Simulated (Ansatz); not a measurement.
# CdPb2: relaxing a made-up structure

Starting from a made-up structure for CdPb2, the aim is the relaxed cell, its shortest contacts and, where a second run follows, its electronic structure.

Program: Ansatz 0.2.0. Level of theory: DFT, PBE, plane-wave PAW, files of the set soft_1, scalar-relativistic, no spin, cell and ions relaxed at zero pressure; PAW set soft_1, in the first sound run; inputs show where later runs differ. Results are calculated unless marked as measured.

### Step 1. Set-up

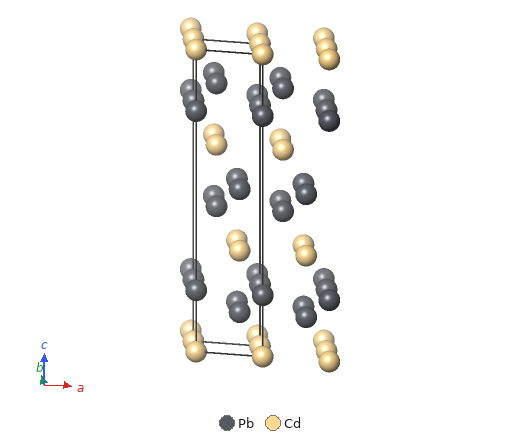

The cell as given, from a free direction (lead dark grey, cadmium orange). 2×2×1 cells are drawn. This picture shows the conventional cell, with its axes. Some periodic images of atoms are drawn too.

### Step 2. Relaxation of the guess

The guessed cell has no reason to be at equilibrium. It is relaxed with the atoms, within the space group of the guess.

input.yaml

```yaml
crystal:
  lattice:
    - [2.123, 1.225714621, 5.731666667]
    - [-2.123, 1.225714621, 5.731666667]
    - [0.0, -2.451429243, 5.731666667]
  atoms:
    - { symbol: Pb, position: [0.2034, 0.2034, 0.2034] }
    - { symbol: Pb, position: [0.7966, 0.7966, 0.7966] }
    - { symbol: Cd, position: [0.0, 0.0, 0.0] }
kpoints:
  mp_grid: { grid: [7, 7, 7] }
scf:
  occupations: { method: fermi_dirac, width: 0.05 }
hamiltonian:
  xc: pbe
  pseudopotentials: { kind: paw, azcp: { folder: soft_1 } }
relax:
  f_tol: 0.015
  max_steps: 70
  cell: {}
output:
  forces: true
  stress: true
```

The run is started by

```
$ ansatz run input.yaml --threads 4 --pin off --max-ram 10240MiB --backend cpu --events-out ev --progress --plain --runs-dir out
```

Numbers of over 12 decimals in the logs are rounded to 6 here.

Log:

```text
basis.fft_grid_basis auto: the FFT boxes are laid along the combinations [[1, 0, -1], [0, 1, -1], [0, 0, 1]] of the cell's own vectors, 4.246, 4.246 and 6.234 Å long. The dense box has 30×30×45 points. Along the cell's own vectors, as sized, it would have 45×45×45, 2.25 times as many. Of the 12 symmetry operations that the crystal satisfies within crystal.symmetry.tolerance (time reversal apart; of a slab, those that [...]
Engine: ansatz 0.2.0, aarch64-unknown-linux-gnu
Pseudopotentials: kind: paw
Pseudopotential: Pb, paw, valence charge 14, recommended cutoff 420 eV (normal), soft_1/Pb.paw.azcp
Pseudopotential: Cd, paw, valence charge 20, recommended cutoff 420 eV (normal), soft_1/Cd.paw.azcp
Functional definition: PBE
  parameter kappa = 0.804
  parameter beta = 0.066725
  exchange = pbe_x(kappa = kappa, mu = beta*pi^2/3)
  correlation = pbe_c(beta = beta)
Crystal: 3 atoms, lattice volume = 89.489 Å³
Basis set: ecut = 420 eV, 1765 PW (Γ), FFT grids on a1−a3, a2−a3, a3, exchange–correlation on 60×60×90 points (8 copies of the dense FFT grid, shifted against one another)
Bands: 29, of which v1, the nominal top of the filled ones, is band 24 counted from 1 (23 counted from 0)
Symmetry: 12 space group operations
Space group: R-3m (ITA 166), of the structure as read, at distance tolerance 4.5e-5 Å
k-points: 44 of 343
Non-local potential: Pb, projectors of the file, l = 0: 2, l = 1: 2, l = 2: 2, l = 3: 1
Non-local potential: Cd, projectors of the file, l = 0: 3, l = 1: 2, l = 2: 2, l = 3: 1
PAW form: soft (Blöchl's): semilocal exchange-correlation on the pseudo side does not see the compensation charge
PAW one-centre angular grid: Pb, 590 points (default); XC on 64 Gauss nodes
PAW one-centre angular grid: Cd, 590 points (default); XC on 64 Gauss nodes
Initial density: superposition of atomic densities (chi_scale 0.1, normalization cell, long waves kept (reshape's long-wave potential 0.04 eV rms))
Initial wavefunctions: pseudopotential atomic-orbital guess
Functional: x = pbe(κ = 0.804, μ = 0.219515), c = pbe(β = 0.066725)
SCF iter   1: F=—  HF=-32071.633036 eV  |F-HF|=—  |Δ(HF+E_count)|=         —  Δρ=4.13e-2  dr2=3.33e0  ethr=3.10e-3  ⟨swp⟩=6.9  Hψ=5644  notcnv=0
preconditioner: auto → LDOS  [metal: Δε(μ)=0.028 eV  Ē_g=15.037 eV  σ=0.050 eV  W_gap=0.14  n_scr=22 (ndim 8)  ℏωp=24.8 eV  f_vac=0.011  D(μ)=2.11/eV (n_scr^D=14)  β→1.0]
SCF iter   2: F=—  HF=-32071.036004 eV  |F-HF|=—  |Δ(HF+E_count)|=   5.97e-1  Δρ=4.28e-2  dr2=1.14e0  ethr=3.10e-3  ⟨swp⟩=3.7  Hψ=3141  notcnv=0  defer=11
SCF iter   3: F=—  HF=-32070.617424 eV  |F-HF|=—  |Δ(HF+E_count)|=   4.19e-1  Δρ=1.05e-2  dr2=1.20e-1  ethr=2.37e-3  ⟨swp⟩=2.9  Hψ=2720  notcnv=0  defer=12
SCF iter   4: F=—  HF=-32070.583158 eV  |F-HF|=—  |Δ(HF+E_count)|=   3.43e-2  Δρ=2.44e-3  dr2=1.05e-2  ethr=2.50e-4  ⟨swp⟩=2.9  Hψ=2761  notcnv=0  defer=12
SCF iter   5: F=—  HF=-32070.579818 eV  |F-HF|=—  |Δ(HF+E_count)|=   3.34e-3  Δρ=6.02e-4  dr2=3.34e-4  ethr=2.19e-5  ⟨swp⟩=2.1  Hψ=2341  notcnv=0  defer=12
SCF iter   6: F=—  HF=-32070.579959 eV  |F-HF|=—  |Δ(HF+E_count)|=   1.40e-4  Δρ=1.47e-4  dr2=3.38e-5  ethr=6.96e-7  ⟨swp⟩=2.8  Hψ=2136  notcnv=0  defer=12
SCF iter   7: F=—  HF=-32070.579945 eV  |F-HF|=—  |Δ(HF+E_count)|=   1.34e-5  Δρ=4.40e-5  dr2=1.35e-6  ethr=7.04e-8  ⟨swp⟩=2.0  Hψ=2142  notcnv=0  defer=12
SCF iter   8: F=-32070.579946 eV  HF=-32070.579946 eV  |F-HF|=1.47e-8  |Δ(HF+E_count)|=   8.68e-7  Δρ=7.87e-6  dr2=6.90e-8  ethr=2.08e-10  ⟨swp⟩=3.7  Hψ=5667  notcnv=0
SCF 1 converged in 8 iterations: F = -32070.579946 eV  dr2 = 6.90e-8
  greatest PAW one-centre occupation: 1.000 electrons in one spin orbital (limit 2), on the Cd atom at site 2 (counted from 0), in its partial waves of l = 0
relax step   1: F+E_penalty+E_count = -32070.57994606 eV  Δ(F+E_penalty+E_count) = +0.000e0 eV  max|allowed force component| = 2.964e0 eV/Å  Δτ_max = 0.0000 Å  P = +10.039 GPa  Ω = 89.489 Å³  (8 SCF iters, dr2 threshold 1.00e-7 eV, accepted)
Crystal: 3 atoms, lattice volume = 95.262 Å³
Basis set: ecut = 420 eV, 1873 PW (Γ), FFT grids on a1−a3, a2−a3, a3, exchange–correlation on 60×60×90 points (8 copies of the dense FFT grid, shifted against one another)
Initial density: handed on by an earlier stage of this run
Initial wavefunctions: those handed on with the density
iter 1 solved again at ethr=1.52e-4 eV; its pass at ethr=3.10e-3 eV (dr2=7.29e-2 eV) is discarded
SCF iter   1: F=—  HF=-32071.540734 eV  |F-HF|=—  |Δ(HF+E_count)|=         —  Δρ=7.60e-3  dr2=7.53e-2  ethr=1.52e-4  ⟨swp⟩=1.5  Hψ=7196  notcnv=0
preconditioner: auto → LDOS  [metal: Δε(μ)=0.082 eV  Ē_g=14.866 eV  σ=0.050 eV  W_gap=0.36  n_scr=22 (ndim 8)  ℏωp=24.1 eV  f_vac=0.028  D(μ)=1.32/eV (n_scr^D=2)  β→1.0]
SCF iter   2: F=—  HF=-32071.541719 eV  |F-HF|=—  |Δ(HF+E_count)|=   9.85e-4  Δρ=5.13e-3  dr2=4.43e-2  ethr=1.52e-4  ⟨swp⟩=3.0  Hψ=2569  notcnv=0
SCF iter   3: F=—  HF=-32071.529575 eV  |F-HF|=—  |Δ(HF+E_count)|=   1.21e-2  Δρ=9.56e-4  dr2=1.05e-3  ethr=9.24e-5  ⟨swp⟩=2.4  Hψ=2683  notcnv=0  defer=10
SCF iter   4: F=—  HF=-32071.529594 eV  |F-HF|=—  |Δ(HF+E_count)|=   1.89e-5  Δρ=2.52e-4  dr2=4.49e-5  ethr=2.19e-6  ⟨swp⟩=2.0  Hψ=2268  notcnv=0  defer=10
SCF iter   5: F=—  HF=-32071.529580 eV  |F-HF|=—  |Δ(HF+E_count)|=   1.41e-5  Δρ=1.59e-4  dr2=1.87e-5  ethr=9.36e-8  ⟨swp⟩=2.0  Hψ=2313  notcnv=0  defer=10
SCF iter   6: F=-32071.529574 eV  HF=-32071.529573 eV  |F-HF|=1.78e-7  |Δ(HF+E_count)|=   6.45e-6  Δρ=1.74e-5  dr2=1.82e-7  ethr=6.25e-10  ⟨swp⟩=3.9  Hψ=5333  notcnv=0
SCF 2 converged in 6 iterations: F = -32071.529574 eV  dr2 = 1.82e-7
relax step   2: F+E_penalty+E_count = -32071.52957364 eV  Δ(F+E_penalty+E_count) = -9.496e-1 eV  max|allowed force component| = 9.395e-1 eV/Å  Δτ_max = 0.1933 Å  P = +2.121 GPa  Ω = 95.262 Å³  energy of the carried Pulay correction = -1.130e-3 eV  (6 SCF iters, dr2 threshold 3.00e-7 eV, accepted)
Crystal: 3 atoms, lattice volume = 91.292 Å³
Basis set: ecut = 420 eV, 1783 PW (Γ), FFT grids on a1−a3, a2−a3, a3, exchange–correlation on 60×60×90 points (8 copies of the dense FFT grid, shifted against one another)
iter 1 solved again at ethr=6.00e-5 eV; its pass at ethr=3.10e-3 eV (dr2=2.88e-2 eV) is discarded
SCF iter   1: F=—  HF=-32071.667326 eV  |F-HF|=—  |Δ(HF+E_count)|=         —  Δρ=5.71e-3  dr2=2.87e-2  ethr=6.00e-5  ⟨swp⟩=1.9  Hψ=7055  notcnv=0
preconditioner: auto → Kerker (q_TF=auto, 2.451 Å⁻¹)  [metal: Δε(μ)=0.083 eV  Ē_g=14.917 eV  σ=0.050 eV  W_gap=0.38  n_scr=22 (ndim 8)  ℏωp=24.6 eV  f_vac=0.008  D(μ)=1.63/eV (n_scr^D=8)]
[...]
relax step   5: F+E_penalty+E_count = -32071.74379205 eV  Δ(F+E_penalty+E_count) = -2.460e-2 eV  max|allowed force component| = 6.388e-3 eV/Å  Δτ_max = 0.0237 Å  P = -0.101 GPa  Ω = 97.179 Å³  energy of the carried Pulay correction = -1.480e-3 eV  (6 SCF iters, dr2 threshold 3.00e-7 eV, accepted)
relax step   6: F+E_penalty+E_count = -32071.79195386 eV  Δ(F+E_penalty+E_count) = -4.816e-2 eV  max|allowed force component| = 2.411e-3 eV/Å  Δτ_max = 0.0272 Å  P = -0.358 GPa  Ω = 98.034 Å³  energy of the carried Pulay correction = -1.632e-3 eV  (6 SCF iters, dr2 threshold 3.00e-7 eV, accepted)
relax step   7: F+E_penalty+E_count = -32071.83701255 eV  Δ(F+E_penalty+E_count) = -4.506e-2 eV  max|allowed force component| = 6.262e-2 eV/Å  Δτ_max = 0.0305 Å  P = -0.286 GPa  Ω = 97.787 Å³  energy of the carried Pulay correction = -1.588e-3 eV  (6 SCF iters, dr2 threshold 3.00e-7 eV, accepted)
relax step   8: F+E_penalty+E_count = -32071.88848865 eV  Δ(F+E_penalty+E_count) = -5.148e-2 eV  max|allowed force component| = 7.498e-2 eV/Å  Δτ_max = 0.0497 Å  P = +0.195 GPa  Ω = 96.208 Å³  energy of the carried Pulay correction = -1.304e-3 eV  (6 SCF iters, dr2 threshold 3.00e-7 eV, accepted)
relax step   9: F+E_penalty+E_count = -32071.91879670 eV  Δ(F+E_penalty+E_count) = -3.031e-2 eV  max|allowed force component| = 9.216e-2 eV/Å  Δτ_max = 0.0554 Å  P = +0.345 GPa  Ω = 95.025 Å³  energy of the carried Pulay correction = -1.085e-3 eV  (6 SCF iters, dr2 threshold 3.00e-7 eV, accepted)
relax step  10: F+E_penalty+E_count = -32071.92162570 eV  Δ(F+E_penalty+E_count) = -2.829e-3 eV  max|allowed force component| = 6.674e-2 eV/Å  Δτ_max = 0.0192 Å  P = +0.185 GPa  Ω = 95.265 Å³  energy of the carried Pulay correction = -1.130e-3 eV  (4 SCF iters, dr2 threshold 3.00e-7 eV, accepted)
relax step  11: F+E_penalty+E_count = -32071.92615923 eV  Δ(F+E_penalty+E_count) = -4.534e-3 eV  max|allowed force component| = 1.801e-2 eV/Å  Δτ_max = 0.0763 Å  P = -0.024 GPa  Ω = 95.253 Å³  energy of the carried Pulay correction = -1.128e-3 eV  (6 SCF iters, dr2 threshold 2.78e-7 eV, accepted)
relax step  12: F+E_penalty+E_count = -32071.92646637 eV  Δ(F+E_penalty+E_count) = -3.071e-4 eV  max|allowed force component| = 5.371e-3 eV/Å  Δτ_max = 0.0305 Å  P = +0.029 GPa  Ω = 95.165 Å³  energy of the carried Pulay correction = -1.112e-3 eV  (6 SCF iters, dr2 threshold 2.03e-8 eV, accepted)
relax step  13: F+E_penalty+E_count = -32071.92657802 eV  Δ(F+E_penalty+E_count) = -1.116e-4 eV  max|allowed force component| = 3.915e-4 eV/Å  Δτ_max = 0.0036 Å  P = -0.009 GPa  Ω = 95.178 Å³  energy of the carried Pulay correction = -1.114e-3 eV  (6 SCF iters, dr2 threshold 1.20e-8 eV, accepted)
relax step  14: F+E_penalty+E_count = -32071.95450213 eV  Δ(F+E_penalty+E_count) = -2.792e-2 eV  max|allowed force component| = 5.981e-4 eV/Å  Δτ_max = 0.0000 Å  P = +0.614 GPa  Ω = 95.178 Å³  stress off target by 9.22e-1 GPa  SCF on the basis re-selected at this cell (its energy is not comparable with the rows above)  (7 SCF iters)
relax step  15: F+E_penalty+E_count = -32071.96538100 eV  Δ(F+E_penalty+E_count) = -1.088e-2 eV  max|allowed force component| = 1.482e-2 eV/Å  Δτ_max = 0.0511 Å  P = +0.159 GPa  Ω = 96.214 Å³  energy of the carried Pulay correction = -1.715e-4 eV  (5 SCF iters, dr2 threshold 3.00e-7 eV, accepted)
relax step  16: F+E_penalty+E_count = -32071.96589270 eV  Δ(F+E_penalty+E_count) = -5.117e-4 eV  max|allowed force component| = 5.300e-3 eV/Å  Δτ_max = 0.0112 Å  P = -0.099 GPa  Ω = 96.923 Å³  energy of the carried Pulay correction = -2.883e-4 eV  (5 SCF iters, dr2 threshold 1.54e-7 eV, accepted)
relax step  17: F+E_penalty+E_count = -32071.96617645 eV  Δ(F+E_penalty+E_count) = -2.838e-4 eV  max|allowed force component| = 1.397e-4 eV/Å  Δτ_max = 0.0120 Å  P = +0.030 GPa  Ω = 96.574 Å³  energy of the carried Pulay correction = -2.302e-4 eV  (5 SCF iters, dr2 threshold 3.60e-8 eV, accepted)
relax step  18: F+E_penalty+E_count = -32071.96618905 eV  Δ(F+E_penalty+E_count) = -1.260e-5 eV  max|allowed force component| = 5.152e-4 eV/Å  Δτ_max = 0.0044 Å  P = -0.009 GPa  Ω = 96.681 Å³  energy of the carried Pulay correction = -2.486e-4 eV  (5 SCF iters, dr2 threshold 8.47e-9 eV, accepted)
iter 1 solved again at ethr=1.10e-7 eV; its pass at ethr=3.10e-3 eV (dr2=5.30e-5 eV) is discarded
SCF iter   1: F=—  HF=-32071.966359 eV  |F-HF|=—  |Δ(HF+E_count)|=         —  Δρ=8.31e-5  dr2=5.30e-7  ethr=1.10e-7  ⟨swp⟩=3.3  Hψ=9037  notcnv=0
SCF iter   2: F=—  HF=-32071.966433 eV  |F-HF|=—  |Δ(HF+E_count)|=   7.39e-5  Δρ=1.28e-5  dr2=1.09e-7  ethr=1.10e-9  ⟨swp⟩=2.0  Hψ=2333  notcnv=0
SCF iter   3: F=—  HF=-32071.966433 eV  |F-HF|=—  |Δ(HF+E_count)|=   5.36e-8  Δρ=7.92e-6  dr2=4.47e-8  ethr=2.28e-10  ⟨swp⟩=2.0  Hψ=2332  notcnv=0
SCF iter   4: F=—  HF=-32071.966433 eV  |F-HF|=—  |Δ(HF+E_count)|=   6.18e-9  Δρ=2.11e-6  dr2=3.32e-9  ethr=9.32e-11  ⟨swp⟩=2.0  Hψ=2144  notcnv=0
SCF iter   5: F=—  HF=-32071.966433 eV  |F-HF|=—  |Δ(HF+E_count)|=  9.82e-11  Δρ=4.37e-7  dr2=1.48e-10  ethr=6.91e-12  ⟨swp⟩=2.0  Hψ=2032  notcnv=0
SCF iter   6: F=-32071.966433 eV  HF=-32071.966433 eV  |F-HF|=1.09e-11  |Δ(HF+E_count)|=  8.73e-11  Δρ=4.51e-8  dr2=2.49e-12  ethr=1.00e-12  ⟨swp⟩=6.1  Hψ=5944  notcnv=0
SCF 19 converged in 6 iterations: F = -32071.966433 eV  dr2 = 2.49e-12
relax step  19: F+E_penalty+E_count = -32071.96643290 eV  Δ(F+E_penalty+E_count) = -2.439e-4 eV  max|allowed force component| = 4.515e-4 eV/Å  Δτ_max = 0.0000 Å  P = -0.010 GPa  Ω = 96.681 Å³  stress off target by 1.14e-2 GPa  SCF on the basis re-selected at this cell (its energy is not comparable with the rows above)  (6 SCF iters)
basis re-selected at this cell: Δ(F+E_penalty+E_count) = -2.439e-4 eV, ΔP = -0.002 GPa vs the last step (what re-selecting the basis moved, of the pressure what is left beyond the Pulay correction that the steps carried, after the strain that the cell walked since its last selection, with what the two solves' SCF thresholds leave and, on support functions, any second-order correction that the steps lacked; it is no m [...]
SCF converged after 6 iterations
Free energy (F): -32071.966433 eV
Harris-Foulkes:  -32071.966433 eV  (|F-HF|=1.09e-11)
Internal energy: -32071.955830 eV  (E = F + TS)
E sigma→0 (E₀):  -32071.961131 eV
Entropy (-TS):   -0.010603 eV (-3.534 meV/atom)
Fermi energy:    9.472312 eV
--- Per-component energies (eV) ---
  E_band       = -600.028013
  E_kinetic    = 1026.044727
  E_local      = -6162.938612  (includes V_loc(G=0)·N_el)
  E_nonlocal   = 728.717134
  E_hartree    = 2687.566057
  E_xc         = -567.503806
  E_vxc        = -471.256656  (∫ρ·V_xc dr)
  E_paw        = -24884.963166  (= ΣΔE_a)
  E_vpaw       = -1095.727139  (= ΣTr[D̂ρ^β])
  E_aug_tail   = 0.000319  (compensation charges beyond the density's cutoff)
  E_ewald      = -4898.878482
  E_smearing   = -0.010603  (= −TS)
  E_closure    = -0.000000  (closes the sum)
  Σ components = -32071.966433   (vs F -32071.966433, Δ=0.00e0)
--- Forces (eV/Å), atoms counted from 1 ---
  atom   1  Pb     0.00000000    -0.00000000     0.00045154
  atom   2  Pb    -0.00000000     0.00000000    -0.00045154
  atom   3  Cd     0.00000000     0.00000000     0.00000000
  max |Σ_I F_I| component: 2.89e-19 eV/Å
--- Stress (GPa, compression-positive) ---
       -0.011441       0.000000      -0.000000
        0.000000      -0.011441      -0.000000
       -0.000000      -0.000000      -0.008412
  P = ⅓ Tr σ = -0.0104 GPa (-0.104 kbar)
--- Relaxed structure (17 steps of the walk, 17 accepted, 2 SCFs on fresh bases) ---
  F+E_penalty+E_count = -32071.96643290 eV   max|allowed force component| = 4.515e-4 eV/Å   (the final SCF, on the basis selected at the relaxed cell)
  cell:  # Å, volume = 96.6805 Å³
    - [2.551288, 1.472987, 4.287750]
    - [-2.551288, 1.472987, 4.287750]
    - [0, -2.945973, 4.287750]
  atoms:
    - { symbol: Pb, position: [0.246522, 0.246522, 0.246522] }
    - { symbol: Pb, position: [0.753478, 0.753478, 0.753478] }
    - { symbol: Cd, position: [-9.920392078650175e-19, -9.92039207865016e-19, -9.920392079012363e-19] }
```

The job ended after 33 s (4 threads of Arm Neoverse V1, shared host; peak memory 0.46 GiB; 2.1 min of CPU time).

The steps of the relaxation:

| step | energy less that of the first step (eV) | largest force component (eV/Å) | pressure (GPa) | volume (Å³) |
| --- | --- | --- | --- | --- |
| 1 | 0.0000 | 2.9643 | 10.04 | 89.49 |
| 2 | -0.9496 | 0.9395 | 2.12 | 95.26 |
| 3 | -1.0799 | 0.2392 | 2.40 | 91.29 |
| 4 | -1.1392 | 0.0653 | 0.63 | 95.18 |
| 5 | -1.1638 | 0.0064 | -0.10 | 97.18 |
| 6 | -1.2120 | 0.0024 | -0.36 | 98.03 |
| 7 | -1.2571 | 0.0626 | -0.29 | 97.79 |
| 8 | -1.3085 | 0.0750 | 0.19 | 96.21 |
| 9 | -1.3389 | 0.0922 | 0.35 | 95.02 |
| 10 | -1.3417 | 0.0667 | 0.18 | 95.26 |
| 11 | -1.3462 | 0.0180 | -0.02 | 95.25 |
| 12 | -1.3465 | 0.0054 | 0.03 | 95.17 |
| 13 | -1.3466 | 0.0004 | -0.01 | 95.18 |
| 14* | -1.3746 | 0.0006 | 0.61 | 95.18 |
| 15 | -1.3854 | 0.0148 | 0.16 | 96.21 |
| 16 | -1.3859 | 0.0053 | -0.10 | 96.92 |
| 17 | -1.3862 | 0.0001 | 0.03 | 96.57 |
| 18 | -1.3862 | 0.0005 | -0.01 | 96.68 |
| 19* | -1.3865 | 0.0005 | -0.01 | 96.68 |

Relaxation steps marked * repeat the geometry before them on a plane-wave basis chosen anew for their cell, so energy and pressure can jump there.

The run keeps the 12 symmetry operations that it works with, so distortions that break them were not tested.

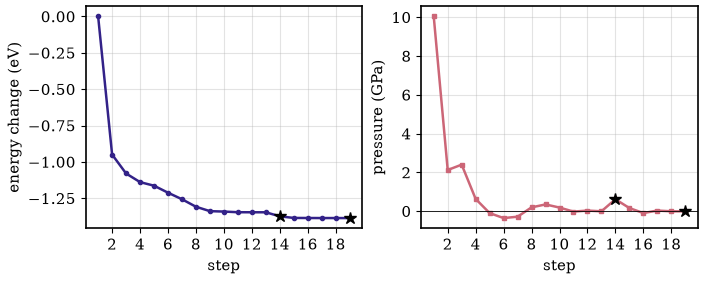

Energy and pressure along the relaxation. Stars mark steps on a basis chosen anew.

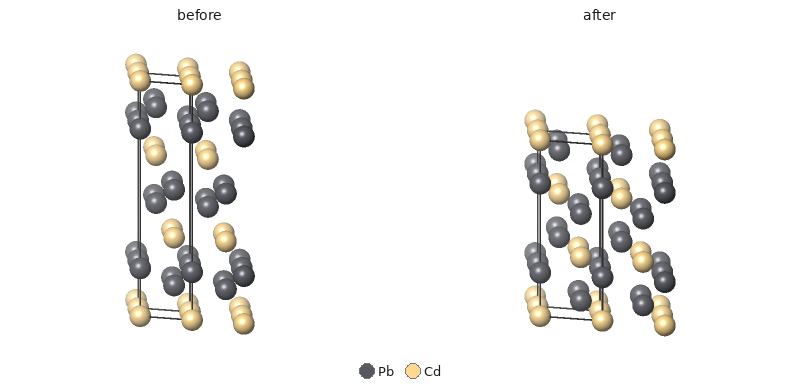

Before and after, at one scale.

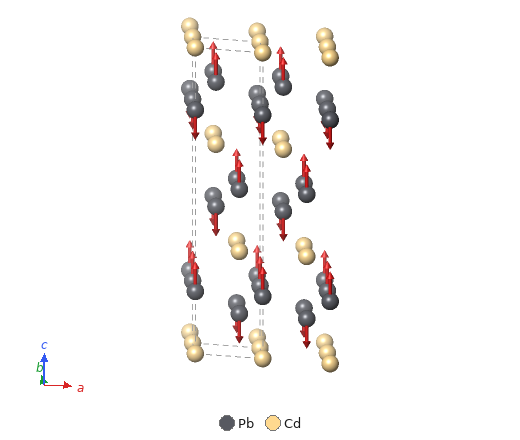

Displacements in the relaxation, exaggerated, measured against the changing cell; the longest in the cell stands for 0.55 Å. 2×2×1 conventional cells are drawn. Some periodic images of atoms are drawn too.

| cell as run | before | after | change |
| --- | --- | --- | --- |
| a (Å) | 6.234 | 5.202 | -16.5 % |
| b (Å) | 6.234 | 5.202 | -16.5 % |
| c (Å) | 6.234 | 5.202 | -16.5 % |
| α (°) | 39.82 | 58.74 | +47.5 % |
| β (°) | 39.82 | 58.74 | +47.5 % |
| γ (°) | 39.82 | 58.74 | +47.5 % |
| volume (Å³/atom) | 29.83 | 32.23 | +8.0 % |

The atoms that moved most (Å, as changes of fractional coordinates times the final cell):

| atom | dx | dy | dz | length |
| --- | --- | --- | --- | --- |
| Pb1 | 0.000 | 0.000 | 0.555 | 0.555 |
| Pb2 | 0.000 | 0.000 | -0.555 | 0.555 |

The relaxed structure:

```
Pb Cd
1.0
     2.55129    1.47299    4.28775
    -2.55129    1.47299    4.28775
     0.00000   -2.94597    4.28775
Pb Cd
2 1
Direct
  0.24652 0.24652 0.24652
  0.75348 0.75348 0.75348
  0.00000 0.00000 0.00000
```

This step gave:

```
free energy             : -32071.9664 eV
energy at zero smearing : -32071.9611 eV
smearing term TS        : 0.01060 eV
Fermi energy            : 9.472 eV
electrons               : 48
symmetry operations     : 12
pressure                : -0.01043 GPa
```

The shortest distance of each pair, which need not be the same contact before and after:

| pair | guess (Å) | relaxed (Å) |
| --- | --- | --- |
| Cd–Pb | 3.317 | 3.151 |
| Pb–Pb | 2.758 | 3.592 |
| Cd–Cd | 4.246 | 5.103 |

The relaxation ends with a largest force component of 4.5e-4 eV/Å and a pressure of -0.01 GPa.

[end of part 1 of 2]

[Logs are printed without paths, hosts, clocks, repeated set-up lines and the standing remarks that a program may print on its own settings, such as how far it seeks lower states.]

[Hosts, paths, dates, database ids (printed as entryN), source tags and the programs' standing remarks are cut or masked in the printed files.]
